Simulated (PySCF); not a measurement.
# Single-point calculation, with input and output: Mo₂Cl (charge +1)

The run: single-point calculation of Mo₂Cl, charge +1. Method and program: RHF/def2-svp (PySCF 2.14.0).

The run did not end well.

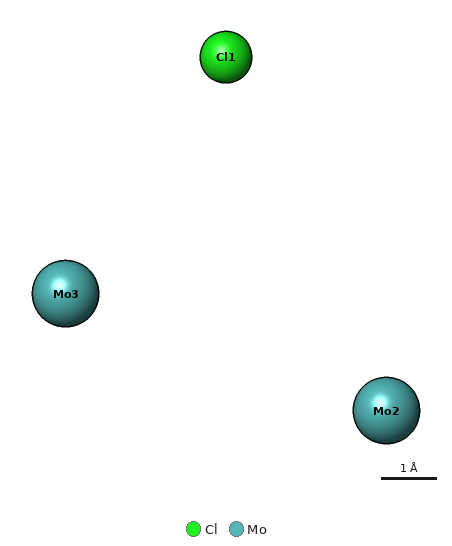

The input geometry (ball-and-stick view, seen at an oblique angle; atoms are numbered from 1 in the order of the input).

The input:
```python
from pyscf import gto, scf

mol = gto.M(
    atom='Cl 0 0 -5.1264; Mo 3.7722 0 0.9138; Mo -3.7722 0 0.9138',
    basis='def2-svp',
    ecp={'Mo': 'def2-svp'},
    charge=1,
    spin=0,
    verbose=4,
)
mf = scf.RHF(mol)
mf.kernel()
mf.dip_moment()
print('orbital energies (hartree):', mf.mo_energy[..., max(0, mol.nelec[1]-3):mol.nelec[0]+3].round(4))
```

Run as:
```bash
OMP_NUM_THREADS=1 python input.py
```

Output:
```
PySCF version 2.14.0

[INPUT] verbose = 4
[INPUT] num. atoms = 3
[INPUT] num. electrons = 44
[INPUT] charge = 1
[INPUT] spin (= nelec alpha-beta = 2S) = 0
[INPUT] symmetry False subgroup None
[INPUT] Mole.unit = angstrom
[INPUT] Symbol           X                Y                Z      unit          X                Y                Z       unit  Magmom
[INPUT]  1 Cl     0.000000000000   0.000000000000  -5.126400000000 AA    0.000000000000   0.000000000000  -9.687492004970 Bohr   0.0
[INPUT]  2 Mo     3.772200000000   0.000000000000   0.913800000000 AA    7.128424887084   0.000000000000   1.726831732628 Bohr   0.0
[INPUT]  3 Mo    -3.772200000000   0.000000000000   0.913800000000 AA   -7.128424887084   0.000000000000   1.726831732628 Bohr   0.0

nuclear repulsion = 49.1186894119439
number of shells = 30
number of NR pGTOs = 150
number of NR cGTOs = 80
basis = def2-svp
ecp = {'Mo': 'def2-svp'}

******** <class 'pyscf.scf.hf.RHF'> ********
method = RHF
initial guess = minao
damping factor = 0
level_shift factor = 0
DIIS = <class 'pyscf.scf.diis.CDIIS'>
diis_start_cycle = 1
diis_space = 8
diis_damp = 0
SCF conv_tol = 1e-09
SCF conv_tol_grad = None
SCF max_cycles = 50
direct_scf = True
direct_scf_tol = 1e-13
Set gradient conv threshold to 3.16228e-05
Initial guess from minao.
init E= -577.833182682493

WARN: HOMO -0.428008797005618 == LUMO -0.427992918293587

cycle= 1 E= -593.276237158286  delta_E= -15.4  |g|= 0.77  |ddm|= 3.63
  HOMO = -0.20541875937949  LUMO = -0.18096495906119  gap/eV = 0.66542
cycle= 2 E= -586.636803352472  delta_E= 6.64  |g|=  1.4  |ddm|=    4
  HOMO = -0.194259836008278  LUMO = -0.142874080985574  gap/eV = 1.39828
cycle= 3 E= -593.219914105954  delta_E= -6.58  |g|= 0.669  |ddm|= 4.05
  HOMO = -0.230112700801733  LUMO = -0.177521563185077  gap/eV = 1.43108
cycle= 4 E= -593.259743559593  delta_E= -0.0398  |g|= 0.578  |ddm|= 0.287
  HOMO = -0.278200035979282  LUMO = -0.216347104415043  gap/eV = 1.68310
cycle= 5 E= -593.344797428142  delta_E= -0.0851  |g|= 0.301  |ddm|= 0.822
  HOMO = -0.30706171413321  LUMO = -0.284100858045163  gap/eV = 0.62480
cycle= 6 E= -593.382519895815  delta_E= -0.0377  |g|= 0.113  |ddm|= 0.666

WARN: HOMO -0.259606341871219 == LUMO -0.259061416824334

cycle= 7 E= -593.00830650854  delta_E= 0.374  |g|= 0.787  |ddm|= 2.17
  HOMO = -0.281331321682925  LUMO = -0.262281087669441  gap/eV = 0.51838
cycle= 8 E= -593.024581849703  delta_E= -0.0163  |g|= 0.755  |ddm|= 0.0871
  HOMO = -0.286488055900728  LUMO = -0.264619191137407  gap/eV = 0.59508
cycle= 9 E= -593.028127435441  delta_E= -0.00355  |g|= 0.748  |ddm|= 0.0188
  HOMO = -0.286506635022186  LUMO = -0.264331244613453  gap/eV = 0.60342
cycle= 10 E= -593.027930309051  delta_E= 0.000197  |g|= 0.748  |ddm|= 0.00527
  HOMO = -0.274406104961243  LUMO = -0.252228929553346  gap/eV = 0.60347
cycle= 11 E= -593.023148381889  delta_E= 0.00478  |g|= 0.763  |ddm|= 0.0857
  HOMO = -0.266280086999123  LUMO = -0.248671569269191  gap/eV = 0.47915
cycle= 12 E= -593.021182567428  delta_E= 0.00197  |g|= 0.774  |ddm|= 0.158
  HOMO = -0.261972323565947  LUMO = -0.246117522881337  gap/eV = 0.43143
cycle= 13 E= -593.017456985934  delta_E= 0.00373  |g|= 0.781  |ddm|= 0.15
  HOMO = -0.291784276158247  LUMO = -0.264989851293974  gap/eV = 0.72911
cycle= 14 E= -593.04533420979  delta_E= -0.0279  |g|= 0.718  |ddm|= 0.204

WARN: HOMO -0.244234145636295 == LUMO -0.243696157886946

cycle= 15 E= -593.232730194958  delta_E= -0.187  |g|= 0.826  |ddm|= 2.73
  HOMO = -0.273738700380153  LUMO = -0.256939836070909  gap/eV = 0.45712
cycle= 16 E= -593.324608965324  delta_E= -0.0919  |g|= 0.623  |ddm|= 0.365
  HOMO = -0.312040027061021  LUMO = -0.263093537950837  gap/eV = 1.33190
cycle= 17 E= -593.405392903591  delta_E= -0.0808  |g|= 0.357  |ddm|= 0.749
  HOMO = -0.30152793501393  LUMO = -0.273096852411981  gap/eV = 0.77365
cycle= 18 E= -593.448667557658  delta_E= -0.0433  |g|= 0.219  |ddm|= 0.562
  HOMO = -0.266259492846396  LUMO = -0.250497143880449  gap/eV = 0.42892
cycle= 19 E= -593.16162769269  delta_E= 0.287  |g|= 0.678  |ddm|= 2.42
  HOMO = -0.252335385315521  LUMO = -0.244714661402018  gap/eV = 0.20737
cycle= 20 E= -593.156365694757  delta_E= 0.00526  |g|= 0.693  |ddm|= 0.0489
  HOMO = -0.250248065395527  LUMO = -0.24332219725991  gap/eV = 0.18846
cycle= 21 E= -593.156410761708  delta_E= -4.51e-05  |g|= 0.698  |ddm|= 0.177
  HOMO = -0.260196522505564  LUMO = -0.247501895761234  gap/eV = 0.34544
cycle= 22 E= -593.163931590674  delta_E= -0.00752  |g|= 0.683  |ddm|= 0.0857
  HOMO = -0.260306105765404  LUMO = -0.245856068815468  gap/eV = 0.39321
cycle= 23 E= -593.16700708603  delta_E= -0.00308  |g|= 0.677  |ddm|= 0.613
  HOMO = -0.260812283474509  LUMO = -0.245760101168631  gap/eV = 0.40959
cycle= 24 E= -593.16531868326  delta_E= 0.00169  |g|= 0.675  |ddm|= 0.579
  HOMO = -0.301347010103009  LUMO = -0.280773958496515  gap/eV = 0.55982
cycle= 25 E= -593.466308060712  delta_E= -0.301  |g|= 0.209  |ddm|= 2.37
  HOMO = -0.298560061890719  LUMO = -0.283942029041002  gap/eV = 0.39778
cycle= 26 E= -593.474790643741  delta_E= -0.00848  |g|= 0.195  |ddm|= 0.241
  HOMO = -0.296803532954084  LUMO = -0.287112592944239  gap/eV = 0.26370
cycle= 27 E= -593.481945187729  delta_E= -0.00715  |g|= 0.184  |ddm|= 0.202
  HOMO = -0.312968354229707  LUMO = -0.281029100380698  gap/eV = 0.86911
cycle= 28 E= -593.258026084934  delta_E= 0.224  |g|= 0.588  |ddm|= 2.54
  HOMO = -0.32010239669933  LUMO = -0.285935160045332  gap/eV = 0.92974
cycle= 29 E= -593.272677583492  delta_E= -0.0147  |g|= 0.57  |ddm|= 0.251
  HOMO = -0.321326683629031  LUMO = -0.283043661584091  gap/eV = 1.04173
cycle= 30 E= -593.268621374811  delta_E= 0.00406  |g|= 0.576  |ddm|= 0.0401
  HOMO = -0.320145463655854  LUMO = -0.283290689683954  gap/eV = 1.00287
cycle= 31 E= -593.273479532166  delta_E= -0.00486  |g|= 0.572  |ddm|= 0.0987
  HOMO = -0.316603301830057  LUMO = -0.283056399582645  gap/eV = 0.91286
cycle= 32 E= -593.272290132201  delta_E= 0.00119  |g|= 0.572  |ddm|= 0.0965
  HOMO = -0.313895905498347  LUMO = -0.283564196630253  gap/eV = 0.82537
cycle= 33 E= -593.274433830006  delta_E= -0.00214  |g|= 0.569  |ddm|= 0.122
  HOMO = -0.296853484486011  LUMO = -0.289023743586134  gap/eV = 0.21306
cycle= 34 E= -593.502039762685  delta_E= -0.228  |g|= 0.175  |ddm|= 2.42
  HOMO = -0.308487060849399  LUMO = -0.290305520841226  gap/eV = 0.49474
cycle= 35 E= -593.551833445164  delta_E= -0.0498  |g|= 0.141  |ddm|= 1.37
  HOMO = -0.323738950746397  LUMO = -0.275328985871418  gap/eV = 1.31730
cycle= 36 E= -593.542485589728  delta_E= 0.00935  |g|= 0.199  |ddm|= 0.246
  HOMO = -0.32611214909727  LUMO = -0.274678843132698  gap/eV = 1.39957
cycle= 37 E= -593.542767185894  delta_E= -0.000282  |g|= 0.201  |ddm|= 0.0814
  HOMO = -0.326860217515643  LUMO = -0.274490510404632  gap/eV = 1.42505
cycle= 38 E= -593.543466553787  delta_E= -0.000699  |g|= 0.198  |ddm|= 0.0379
  HOMO = -0.326660220646844  LUMO = -0.278647787169604  gap/eV = 1.30648
cycle= 39 E= -593.539154611054  delta_E= 0.00431  |g|= 0.219  |ddm|= 0.271
  HOMO = -0.325532648849069  LUMO = -0.278074339339561  gap/eV = 1.29141
cycle= 40 E= -593.539815342683  delta_E= -0.000661  |g|= 0.204  |ddm|= 0.401
  HOMO = -0.325091181783544  LUMO = -0.279108767662422  gap/eV = 1.25125
cycle= 41 E= -593.540198471437  delta_E= -0.000383  |g|= 0.203  |ddm|= 0.133
  HOMO = -0.327833927213497  LUMO = -0.275540287921615  gap/eV = 1.42298
cycle= 42 E= -593.535917655519  delta_E= 0.00428  |g|= 0.22  |ddm|= 0.0443
  HOMO = -0.349869869079189  LUMO = -0.274646535446607  gap/eV = 2.04693
cycle= 43 E= -593.564758744827  delta_E= -0.0288  |g|= 0.0448  |ddm|= 0.503
  HOMO = -0.347874369826826  LUMO = -0.277543079994913  gap/eV = 1.91381
cycle= 44 E= -593.568024251025  delta_E= -0.00327  |g|= 0.0244  |ddm|= 0.178
  HOMO = -0.347287988809781  LUMO = -0.277217985283855  gap/eV = 1.90670
cycle= 45 E= -593.568482681957  delta_E= -0.000458  |g|= 0.0253  |ddm|= 0.0267
  HOMO = -0.34674977276972  LUMO = -0.277394510764594  gap/eV = 1.88725
cycle= 46 E= -593.567229948478  delta_E= 0.00125  |g|= 0.0285  |ddm|= 0.08
  HOMO = -0.345666028691338  LUMO = -0.275218159044655  gap/eV = 1.91698
cycle= 47 E= -593.562973524074  delta_E= 0.00426  |g|= 0.0169  |ddm|= 0.345
  HOMO = -0.3464121044189  LUMO = -0.276586653152449  gap/eV = 1.90005
cycle= 48 E= -593.561777833166  delta_E= 0.0012  |g|= 0.0165  |ddm|= 0.227
  HOMO = -0.346860118316143  LUMO = -0.276896749730959  gap/eV = 1.90380
cycle= 49 E= -593.561977527489  delta_E= -0.0002  |g|= 0.00789  |ddm|= 0.0965
  HOMO = -0.347126483488175  LUMO = -0.276837891659817  gap/eV = 1.91265
cycle= 50 E= -593.562075036079  delta_E= -9.75e-05  |g|= 0.00627  |ddm|= 0.0444
```

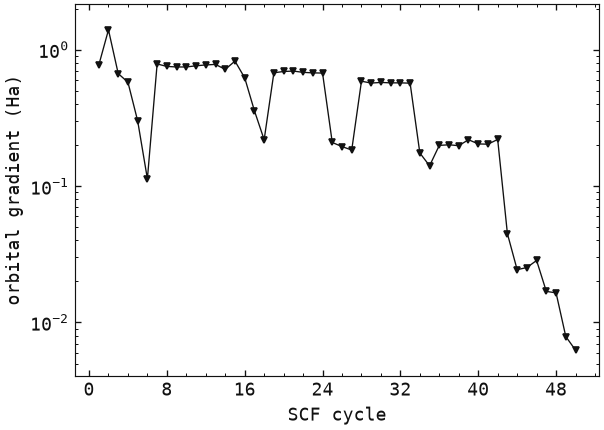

Convergence of the self-consistent field: orbital gradient against the SCF cycle. The residual is still falling at the last step (down to 6 × 10⁻³), so the run was stopped before it got there.

```
SCF not converged.
SCF energy = -593.562075036079

WARN: System has nonzero charge 1; the dipole moment is origin-dependent.
Location of origin: [0. 0. 0.]

Dipole moment(X, Y, Z, Debye):  0.13168, -0.02739, 13.37740
orbital energies (hartree): [-0.4572 -0.3502 -0.3471 -0.2768 -0.1553 -0.1539]
```

What the run reported:

| quantity | value |
| --- | --- |
| outcome | not converged |
| SCF energy | −593.562075 hartree |
| hardware | 1 CPU thread, shared host |
| wall time | 3.4 s |

What went wrong:

The run did not converge. Its last values are not results. The SCF reached its limit of 50 cycles.
